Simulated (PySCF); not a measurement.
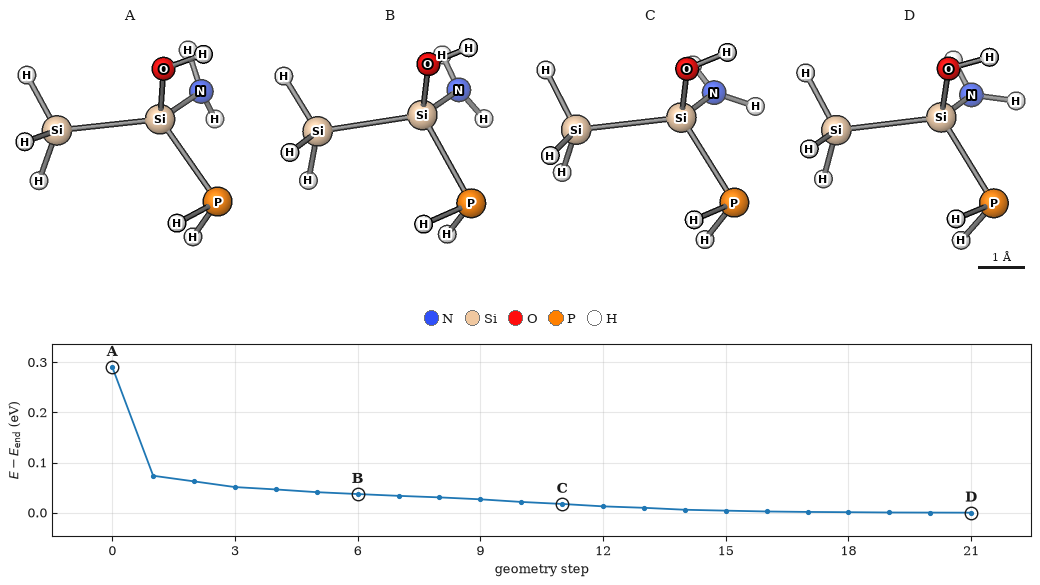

Frames of a relaxation of Si$_{2}$PNH$_{8}$O, marked on the history of the run. Style: ball-and-stick. Shown at a tilt.

The start comes from GFN2-xTB. Its atoms were then displaced at random by about 0.01 Å.

All numbers below come from PySCF 2.14.0, density-fitted response routines, PBE0-D3(BJ)/def2-SVP geometry optimisation, gas phase. 

Question: What happens along the run?

Answer: The energy falls by 0.290 eV in 21 geometry steps. An H atom moves most after the best rigid fit: 0.70 Å. Largest moves by element: H 0.70 Å, N 0.30 Å, O 0.14 Å, P 0.10 Å, Si 0.05 Å. Near-neighbour distances that change, for instance: O–Si 1.628 → 1.676 Å, Si–Si 2.287 → 2.333 Å, H–P 1.384 → 1.428 Å, H–N 1.046 → 1.014 Å. Among the angles between lasting bonds that change: N–Si–Si 120.1° → 109.7°, N–Si–O 107.1° → 116.6°, Si–Si–H 115.0° → 110.4°. The run took 3.6 min on 1 thread of Arm Neoverse N1 (shared host). From step 0 to 6: an H atom moves most (0.30 Å), energy −0.253 eV. From step 6 to 11: an H atom moves most (0.41 Å), energy −0.020 eV. From step 11 to 21: an H atom moves most (0.19 Å), energy −0.017 eV.

| step | E − E(0), eV |
| --- | --- |
| 0 | 0.0000 |
| 1 | -0.2168 |
| 2 | -0.2280 |
| 3 | -0.2394 |
| 4 | -0.2441 |
| 5 | -0.2495 |
| 6 | -0.2533 |
| 7 | -0.2569 |
| 8 | -0.2599 |
| 9 | -0.2638 |
| 10 | -0.2690 |
| 11 | -0.2730 |
| 12 | -0.2778 |
| 13 | -0.2807 |
| 14 | -0.2846 |
| 15 | -0.2864 |
| 16 | -0.2880 |
| 17 | -0.2890 |
| 18 | -0.2895 |
| 19 | -0.2901 |
| 20 | -0.2902 |
| 21 | -0.2904 |
